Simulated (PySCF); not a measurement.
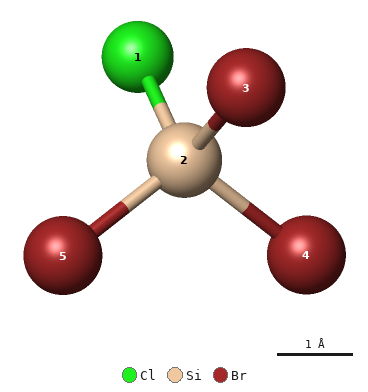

This is the input geometry for a relaxation of SiBr3Cl. A ball-and-stick model, seen at a tilt.

The start comes from GFN2-xTB. Its atoms were then displaced at random by about 0.03 Å.

Level of theory: PBE0-D3(BJ)/def2-SVP geometry optimisation, gas phase (PySCF).

```xyz
5

Cl    0.0767    0.0210    2.1026
Si   -0.0136   -0.0076    0.0799
Br    1.8843   -0.6760   -0.7340
Br   -0.3196    1.9673   -0.8505
Br   -1.5358   -1.4094   -0.6945
```

Q: What does the optimiser find from here?

A: After 8 geometry steps the energy has fallen by 0.086 eV. Br3 moves most after the best rigid fit: 0.10 Å. Largest moves by element: Br 0.10 Å, Si 0.08 Å, Cl 0.07 Å. Among the contacts that change: Si2–Br3 2.171 → 2.198 Å, Cl1–Si2 2.025 → 2.044 Å, Si2–Br5 2.209 → 2.198 Å, Si2–Br4 2.204 → 2.200 Å. Among the angles between lasting bonds that change: Br3–Si2–Br4 103.8° → 110.0°, Cl1–Si2–Br4 114.5° → 109.1°, Cl1–Si2–Br5 112.9° → 109.3°. The run took 99 s on 1 thread of Arm Neoverse V1, with other jobs on the host.

The structure at the end:

```xyz
5

Cl    0.0454    0.0500    2.0477
Si    0.0193   -0.0191    0.0055
Br    1.9678   -0.7358   -0.7167
Br   -0.3793    1.9967   -0.7793
Br   -1.5611   -1.3966   -0.6537
```

After the run, drawn alike:

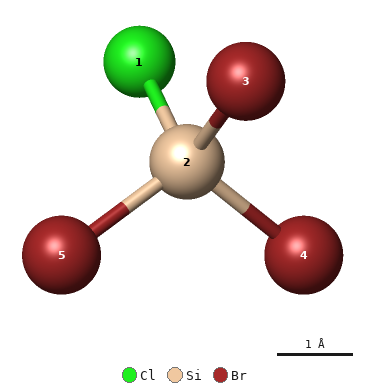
